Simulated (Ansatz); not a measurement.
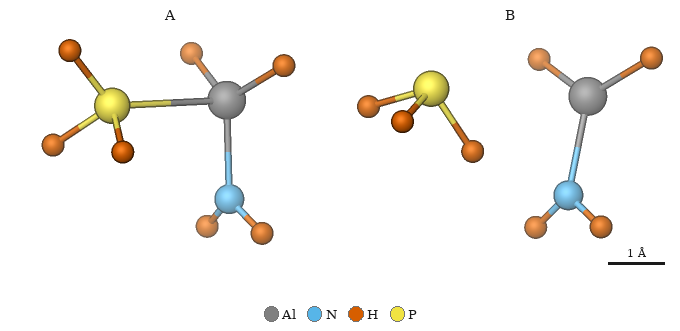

Two geometries of AlPNH7, drawn at one scale. One is the start of a relaxation, the other its converged end. The picture is a ball-and-stick view, seen from a free direction.

These are results of RKS r2SCAN-D4/6-31G* (Ansatz), not measurements. Settings: no spin polarisation; force threshold 0.03 eV/Å; at most 50 steps.

Q: Which of the two is the end point?

A: Structure A is the relaxed one. The run prepares an end point of a later path (reaction) calculation, from a guessed geometry. The energy falls by 52.4 kJ/mol in 24 geometry steps. The largest force component goes from 1.5 to 0.025 eV/Å. The forces were under the threshold at step 14, but the run went on from there. An H atom moves most after the best rigid fit: 1.49 Å. By element the largest moves are H 1.49 Å, P 0.53 Å, Al 0.46 Å, N 0.34 Å. Among the contacts that change: Al–P 3.478 → 2.594 Å, Al–N 1.869 → 1.808 Å, Al–H 1.586 → 1.601 Å, H–P 1.425 → 1.412 Å. New bonds form, among them: Al–P (3.48 → 2.59 Å). Bond angles that change, for instance: H–Al–H 126.6° → 122.6°, H–P–H 94.2° → 97.4°, H–P–H 94.7° → 97.1°. The run took 86 s on 1 thread of Intel(R) Xeon(R) CPU @ 2.60GHz (Ice Lake), with other jobs on the host, peak memory 0.16 GiB.

Limits of the set-up: the start holds two separate molecules, 2.3 Å apart at their closest, whose relative position is a soft coordinate.
